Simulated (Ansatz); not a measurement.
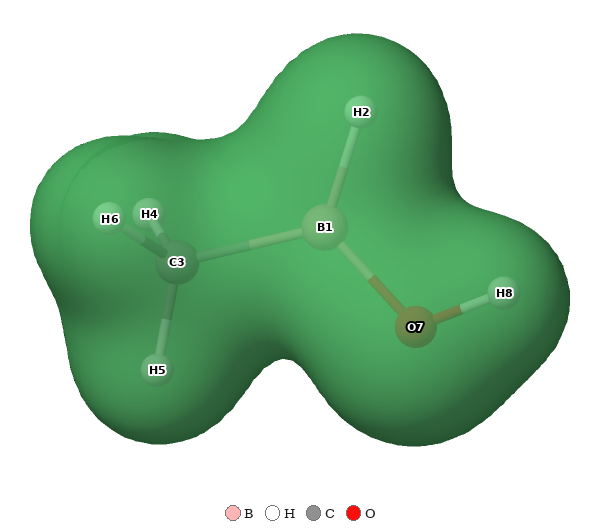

Figure. CH₅BO. Isosurface of the electron density at 0.1 e/Å³ (green), seen at a tilt.

Method: RKS PBE/def2-SVP in Ansatz 0.2.0.

```xyz
8

B     0.2246   -0.2077    0.3017
H    -0.0974   -0.4901    1.4534
C     1.7249    0.0201   -0.0969
H     2.3072   -0.9065    0.1050
H     1.8716    0.3060   -1.1573
H     2.1836    0.7961    0.5539
O    -0.7492   -0.0970   -0.6483
H    -1.6357   -0.2677   -0.2831
```

Question: What does this surface tell about the bonding?

Answer: At this value the surface is in one piece. It bridges the sampled B–O (1.36 Å), C–B (1.57 Å), O–H (0.97 Å) and C–H (1.11 Å) contacts, where the density stays above the isovalue. On the grid the lowest density along these lines, outside the cores, is 1.4 e/Å³ (B–O, 1.36 Å), 1.2 e/Å³ (C–B, 1.57 Å), 2.3 e/Å³ (O–H, 0.97 Å) and 1.7 e/Å³ (C–H, 1.11 Å).
